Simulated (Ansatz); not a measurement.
AlI (SMILES [Al][I])

The calculation's input:

```
crystal:
  periodic: [false, false, false]
  atoms:
    - {symbol: Al, position_ang: [0.000000, 0.000000, -0.007483]}
    - {symbol: I, position_ang: [-0.000000, -0.000000, 2.544585]}
basis:
  gaussian: {orbitals: def2-TZVPP}
hamiltonian: {xc: pbe0, dispersion: d4}
output: {orbitals: {seedname: orbitals}}
```

Launched as:

```sh
ansatz run in.yaml --threads 2 --pin off --events-out ev --progress --plain --max-ram 32768MiB --backend cpu
```

Geometry: PBE0-D4/def2-TZVP; core potentials replace the inner electrons of I.

Method: Ansatz, RKS PBE0-D4/def2-TZVPP.

Q: Predict the electron density and electron localisation function between the atoms.

A: Al–I (2.55 Å): ρ is about 0.5 e/Å³ halfway; the ELF peaks at about 0.75 in the valence shell of I, 1.4 Å from its nucleus, and is about 0.75 at the midpoint.

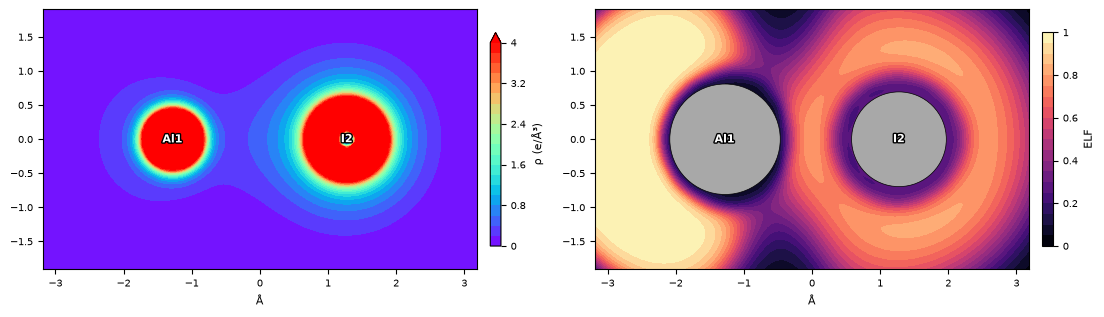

Computed electron density and electron localisation function on a plane that holds the molecular axis, in this order. Grey discs cover the atomic cores in the ELF map. 
